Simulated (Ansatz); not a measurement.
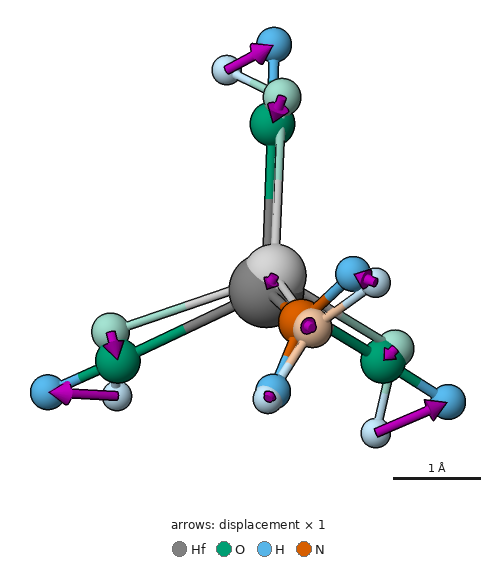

A relaxation of HfNH5O3. The starting structure is drawn faded, the final one solid; purple arrows show the displacements, at their true length. The two geometries are superimposed by the best rigid fit.

Style: ball-and-stick. Shown from a free direction.

The run prepares the start of a later molecular dynamics calculation, from a guessed geometry.

The calculation used Ansatz 0.2.0, RKS CAM-B3LYP-D4/def2-SVP.

Input file:
```yaml
crystal:
  periodic: [false, false, false]
  atoms:
    - { symbol: Hf, position_ang: [0.0, 0.0, 0.0] }
    - { symbol: O, position_ang: [0.0, 0.0, 2.07] }
    - { symbol: H, position_ang: [-0.9095, -0.2814, 2.4071] }
    - { symbol: O, position_ang: [1.952, 0.0, -0.6893] }
    - { symbol: H, position_ang: [2.2684, -0.9521, -0.806] }
    - { symbol: "N", position_ang: [-1.0409, 1.8034, -0.7359] }
    - { symbol: H, position_ang: [-2.061, 1.7482, -1.0186] }
    - { symbol: H, position_ang: [-0.5204, 2.7241, -0.8065] }
    - { symbol: O, position_ang: [-0.975, -1.6891, -0.6893] }
    - { symbol: H, position_ang: [-1.4296, -2.1548, 0.0831] }
basis:
  gaussian: { orbitals: def2-SVP }
hamiltonian:
  xc: cam_b3lyp
  dispersion: d4
relax:
  f_tol: 0.02
  max_steps: 40
```

Run as
```bash
ansatz run input.yaml --threads 4 --pin off --max-ram 5120MiB --backend cpu --events-out ev --progress --plain --runs-dir out
```

### Atoms of which element are displaced furthest, and by how much?

Hydrogen: up to 0.92 Å, against 0.36 Å for oxygen.

### Describe the change and its energy.

After 9 accepted moves (10 points after the start) the energy has fallen by 35.1 kcal/mol. The largest force component goes from 2.7 to 0.0096 eV/Å. The line search rejected the trial step at point 9 of the run. The forces were under the threshold at step 8, but the run went on from there. The largest move after the best rigid fit is that of H3, 0.92 Å. Largest moves by element: H 0.92 Å, O 0.36 Å, N 0.24 Å, Hf 0.21 Å. Some distances before and after: Hf1–N6 2.208 → 2.048 Å, Hf1–O2 2.070 → 1.940 Å, O2–H3 1.010 → 0.955 Å, N6–H7 1.060 → 1.018 Å. Among the angles between lasting bonds that change: Hf1–O4–H5 109.5° → 169.7°, Hf1–O9–H10 109.5° → 169.0°, Hf1–O2–H3 109.5° → 165.9°.
